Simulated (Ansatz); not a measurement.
# SiH3Cl (SiClH3): CCSD(T)/STO-3G

What is the vertical ionisation energy of SiH3Cl (SiClH3) at CCSD(T)/STO-3G? 

The calculation is run with Ansatz 0.2.0.

41 further runs of the same task are left out: 4 that didn't finish, 37 set aside as unsound or not needed.

## 1. The system as given

SiH3Cl: 5 atoms, total charge 0, spin state singlet. As SMILES, `[H][Si]([H])([H])Cl`. Geometry: relaxed at GFN2-xTB.

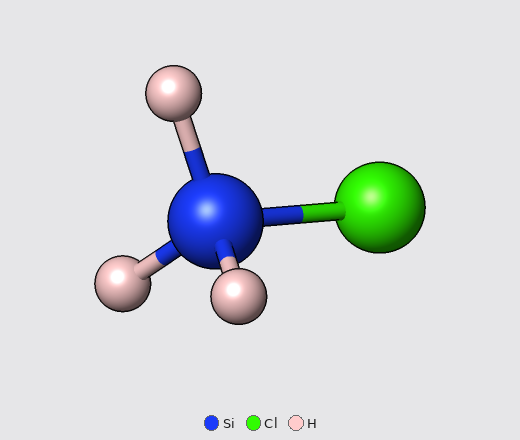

The structure, seen from a chosen angle (silicon blue, chlorine green, hydrogen pink).

## 2. The energy at CCSD(T)/STO-3G

Input file molecule.yaml:

```yaml
basis:
  gaussian: {orbitals: STO-3G}
crystal:
  periodic: [false, false, false]
  atoms:
    - {symbol: Si, position_ang: [0.000290, 0.001940, -0.129410]}
    - {symbol: Cl, position_ang: [0.010690, -0.020840, 1.880630]}
    - {symbol: H, position_ang: [1.382330, 0.011210, -0.594910]}
    - {symbol: H, position_ang: [-0.700750, 1.203700, -0.566480]}
    - {symbol: H, position_ang: [-0.692550, -1.196020, -0.589840]}
correlation: {method: ccsd_t, frozen_orbitals: {Cl: 5, H: 0, Si: 5}}
accuracy: high
scf: {omitted_lower_state_checks: [cluster_reference, increment]}
```

Started as:

```sh
ansatz run molecule.yaml --threads 1 --pin off --max-ram 2610MiB --events-out events.jsonl --progress --plain --runs-dir runs
```

Log:

```text
Warning: RAYON_NUM_THREADS=1 ignored (pool sized by the plan → 1); use --threads N
Functional definition: HF
  name "HF"
  exchange = exact_x
  correlation = 0
these checks for a lower state are left out or cut short: cluster_reference, increment
364 factors; integrals over basis functions are off by at most 1.0e-8 eV
mean field evaluation 1: about -20189.3104 eV, gradient 1.3e1 eV
mean field evaluation 2: about -20189.3251 eV, gradient 1.3e1 eV
mean field evaluation 4: about -20190.1110 eV, gradient 4.6e-1 eV
mean field evaluation 8: about -20190.1123 eV, gradient 1.0e-6 eV
mean field -20190.11228901 eV, -741.9729412715 hartree, gradient 3.6e-8 eV, S^2 0.000000; 0 other end points of the search recorded, 0 dependent functions left out
10 core orbitals not correlated: weight in the atoms' cores, before any rotation towards them, 1.000 or more for the frozen orbitals, at most 0.000 for the correlated occupied ones
reference -20190.11228901 eV, -741.9729412715 hartree; 7, 7 occupied and 4, 4 virtual orbitals, 364 factors
second order -1.18793221 eV of doubles, -0.00000000 eV of singles
cycle   1  -1.53358300 eV  change   -3.5e-1 eV  update   4.9e-2
cycle   2  -1.71827786 eV  change   -1.8e-1 eV  update   1.8e-2
cycle   3  -1.72159612 eV  change   -3.3e-3 eV  update   1.8e-3
cycle   4  -1.72201149 eV  change   -4.2e-4 eV  update   7.1e-4
cycle   5  -1.72222392 eV  change   -2.1e-4 eV  update   1.9e-4
cycle   6  -1.72222409 eV  change   -1.7e-7 eV  update   3.0e-5
cycle   7  -1.72221675 eV  change    7.3e-6 eV  update   8.2e-6
cycle   8  -1.72222030 eV  change   -3.6e-6 eV  update   1.8e-6
cycle   9  -1.72222051 eV  change   -2.1e-7 eV  update   4.2e-7
cycle  10  -1.72222042 eV  change    8.6e-8 eV  update   1.0e-7
cycle  11  -1.72222041 eV  change    8.2e-9 eV  update   2.3e-8
cycle  12  -1.72222041 eV  change   1.7e-10 eV  update   1.1e-8
cycle  13  -1.72222025 eV  change    1.6e-7 eV  update   5.8e-8
cycle  14  -1.72222018 eV  change    7.1e-8 eV  update   1.8e-8
cycle  15  -1.72222017 eV  change    7.3e-9 eV  update   3.7e-9
cycle  16  -1.72222018 eV  change   -1.2e-9 eV  update  9.8e-10
perturbative correction -0.01472763 eV, -0.0005412305 hartree
Total energy: -20191.84923682 eV, -742.0367729261 hartree
Checks for a lower state left out: cluster_reference, increment
```

Run time: 0.16 s. Hardware: 1 thread of AMD EPYC 9R14 (Zen 4), shared host.

## 3. The doublet cation at the same level

Input file in.yaml:

```yaml
crystal:
  periodic: [false, false, false]
  atoms:
    - {symbol: Si, position_ang: [0.000290, 0.001940, -0.129410]}
    - {symbol: Cl, position_ang: [0.010690, -0.020840, 1.880630]}
    - {symbol: H, position_ang: [1.382330, 0.011210, -0.594910]}
    - {symbol: H, position_ang: [-0.700750, 1.203700, -0.566480]}
    - {symbol: H, position_ang: [-0.692550, -1.196020, -0.589840]}
basis:
  gaussian:
    orbitals: STO-3G
total_charge: 1
magnetization:
  spin_polarized: true
  initial_magnetization: 1
correlation:
  method: ccsd_t
  frozen_orbitals: {Cl: 5, H: 0, Si: 5}
accuracy: high
scf:
  omitted_lower_state_checks: [cluster_reference, increment]
```

Started as:

```sh
ansatz run in.yaml --threads 1 --pin off --max-ram 2610MiB --events-out events.jsonl --progress --plain --runs-dir runs
```

Log:

```text
Warning: RAYON_NUM_THREADS=1 ignored (pool sized by the plan → 1); use --threads N
[... 4 set-up lines as earlier in the session ...]
these checks for a lower state are left out or cut short: cluster_reference, increment
364 factors; integrals over basis functions are off by at most 1.0e-8 eV
mean field evaluation 1: about -20176.7198 eV, gradient 1.3e1 eV
mean field evaluation 2: about -20176.7343 eV, gradient 1.3e1 eV
mean field evaluation 4: about -20179.7831 eV, gradient 2.8e0 eV
mean field evaluation 8: about -20180.6303 eV, gradient 1.9e-1 eV
mean field evaluation 16: about -20180.6293 eV, gradient 1.9e-4 eV
mean field evaluation 32: about -20180.6282 eV, gradient 7.6e-3 eV
mean field evaluation 64: about -20180.6294 eV, gradient 7.0e-3 eV
mean field evaluation 96: about -20180.6194 eV, gradient 4.4e-2 eV
mean field -20180.62934220 eV, -741.6244494041 hartree, gradient 4.2e-8 eV, S^2 0.753466; 7 other end points of the search recorded, 0 dependent functions left out
10 core orbitals not correlated: weight in the atoms' cores, before any rotation towards them, 1.000 or more for the frozen orbitals, at most 0.000 for the correlated occupied ones
reference -20180.62934220 eV, -741.6244494041 hartree; 7, 6 occupied and 4, 5 virtual orbitals, 364 factors
second order -1.18005186 eV of doubles, -0.00000000 eV of singles
cycle   1  -1.54962640 eV  change   -3.7e-1 eV  update   5.6e-2
cycle   2  -1.77169589 eV  change   -2.2e-1 eV  update   2.9e-2
cycle   3  -1.79775435 eV  change   -2.6e-2 eV  update   1.5e-2
cycle   4  -1.80851464 eV  change   -1.1e-2 eV  update   6.1e-3
cycle   5  -1.80878917 eV  change   -2.7e-4 eV  update   1.6e-3
cycle   6  -1.80814313 eV  change    6.5e-4 eV  update   5.9e-4
cycle   7  -1.80845786 eV  change   -3.1e-4 eV  update   1.6e-4
cycle   8  -1.80846884 eV  change   -1.1e-5 eV  update   5.9e-5
cycle   9  -1.80844557 eV  change    2.3e-5 eV  update   3.0e-5
cycle  10  -1.80845168 eV  change   -6.1e-6 eV  update   1.9e-5
cycle  11  -1.80846058 eV  change   -8.9e-6 eV  update   1.1e-5
cycle  12  -1.80845550 eV  change    5.1e-6 eV  update   5.7e-6
cycle  13  -1.80845421 eV  change    1.3e-6 eV  update   3.9e-6
cycle  14  -1.80845433 eV  change   -1.1e-7 eV  update   3.8e-6
cycle  15  -1.80845444 eV  change   -1.1e-7 eV  update   3.7e-6
cycle  16  -1.80845440 eV  change    3.7e-8 eV  update   3.7e-6
cycle  17  -1.80845410 eV  change    3.0e-7 eV  update   3.7e-6
cycle  18  -1.80845347 eV  change    6.3e-7 eV  update   3.7e-6
cycle  19  -1.80845233 eV  change    1.1e-6 eV  update   3.7e-6
cycle  20  -1.80845300 eV  change   -6.7e-7 eV  update   3.5e-6
cycle  21  -1.80845434 eV  change   -1.3e-6 eV  update   2.6e-6
cycle  22  -1.80845440 eV  change   -6.4e-8 eV  update   1.1e-6
cycle  23  -1.80845419 eV  change    2.2e-7 eV  update   5.3e-7
cycle  24  -1.80845414 eV  change    4.8e-8 eV  update   2.9e-7
cycle  25  -1.80845414 eV  change   -1.3e-9 eV  update   1.6e-7
cycle  26  -1.80845411 eV  change    3.2e-8 eV  update   7.5e-8
cycle  27  -1.80845410 eV  change    1.3e-8 eV  update   3.1e-8
cycle  28  -1.80845410 eV  change   -6.1e-9 eV  update   1.6e-8
cycle  29  -1.80845411 eV  change   -5.2e-9 eV  update   5.4e-9
cycle  30  -1.80845411 eV  change   -1.7e-9 eV  update   2.6e-9
cycle  31  -1.80845411 eV  change  -1.9e-10 eV  update   1.2e-9
perturbative correction -0.02120164 eV, -0.0007791457 hartree
Total energy: -20182.45899795 eV, -741.6916880126 hartree
Checks for a lower state left out: cluster_reference, increment
```

It took 0.61 s on 1 thread of AMD EPYC 9R14 (Zen 4), shared host.

## 4. Outcome

At CCSD(T)/STO-3G, 10 core orbitals frozen:

| quantity | value |
| --- | --- |
| singlet SiH3Cl: total energy | -742.03677 Eh |
| singlet SiH3Cl: correlation energy (10 core orbitals frozen) | -63.8 mEh |
| singlet SiH3Cl: (T) correction | -0.54 mEh |
| singlet SiH3Cl: T1 diagnostic | 0.004 |
| doublet cation: total energy | -741.69169 Eh |
| doublet cation: correlation energy (10 core orbitals frozen) | -67.2 mEh |
| doublet cation: (T) correction | -0.78 mEh |
| doublet cation: ⟨S²⟩ of the reference determinant | 0.753 |
| doublet cation: T1 diagnostic | 0.023 |
| vertical ionisation energy (to the doublet cation) | 9.390 eV |

Removing an electron at fixed nuclei costs 9.39 eV (906 kJ/mol). In a minimal basis such a difference can be off by several eV, whatever the method. The triples (singlet SiH3Cl) make up 0.8 % of the correlation energy. The triples (doublet cation) make up 1.2 % of the correlation energy.
